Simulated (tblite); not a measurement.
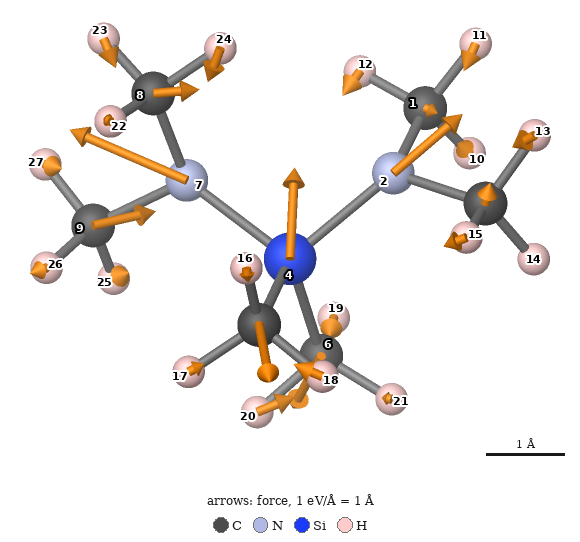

Starting geometry of C$_{6}$H$_{18}$N$_{2}$Si with the computed forces as orange arrows. A ball-and-stick model, seen face on.

Method: GFN2-xTB geometry optimisation, gas phase (tblite). 

What follows when this structure is relaxed?

It isn't relaxed: the largest force vector, on an N atom, is 1.70 eV/Å. The final displacements have little in common with the starting forces (cosine between the two patterns 0.14). The largest moves after the best rigid fit, 0.43 Å, are those of H atoms. Largest moves by element: H 0.43 Å, C 0.21 Å, N 0.04 Å, Si 0.04 Å. Near-neighbour distances that change, for instance: C–Si 1.851 → 1.910 Å, C–N 1.478 → 1.440 Å, C–N 1.455 → 1.440 Å, C–H 1.085 → 1.098 Å. Among the angles between lasting bonds that change: N–Si–C 109.5° → 114.2°, C–Si–N 109.7° → 114.2°, C–N–C 107.8° → 111.8°. The energy falls by 6.87 kcal/mol in 65 geometry steps.
